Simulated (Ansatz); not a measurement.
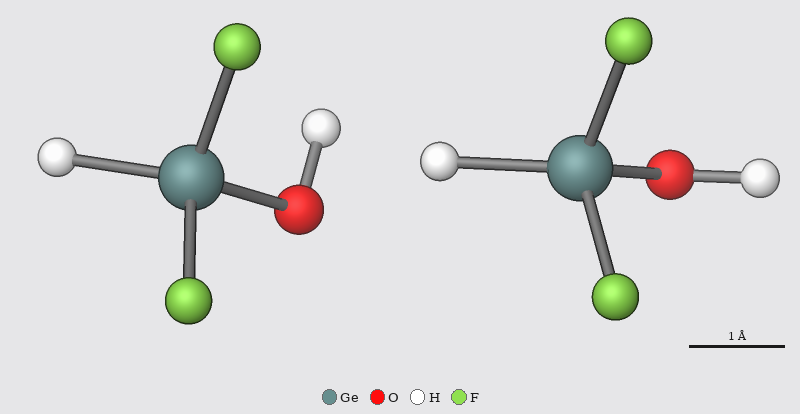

Two geometries of GeH2OF2, drawn at one scale. One is the start of a relaxation, the other its converged end. The picture is a ball-and-stick view, seen from a free direction.

The calculation used RKS PBE0/def2-SVP (Ansatz 0.2.0). (no spin polarisation; force threshold 0.02 eV/Å; at most 40 steps)

Which geometry has the lower energy?

The right one is the relaxed one. The run prepares the start of a later molecular dynamics calculation, from a guessed geometry. The atom that moves furthest after the best rigid fit is an H atom (0.77 Å). By element the largest moves are H 0.77 Å, O 0.54 Å, F 0.34 Å, Ge 0.19 Å. Some distances before and after: H–O 1.010 → 0.965 Å, F–Ge 1.680 → 1.725 Å, Ge–H 1.549 → 1.517 Å, Ge–O 1.770 → 1.743 Å. Bond angles that change, for instance: F–Ge–F 109.5° → 103.4°, Ge–O–H 109.5° → 114.1°, F–Ge–H 109.5° → 111.6°. Groups turn about Ge–O by about 100°. Over 13 accepted moves (16 points after the start) the energy falls by 5.81 kcal/mol. Largest force component: 2.2 eV/Å at the start, 0.0035 eV/Å at the end. The line search rejected the trial steps at points 5, 9, 14 of the run. Cost: 29 s on 2 threads of AMD EPYC 7R43 64-Core Processor (Zen 3), with other jobs on the host, peak memory 0.18 GiB.
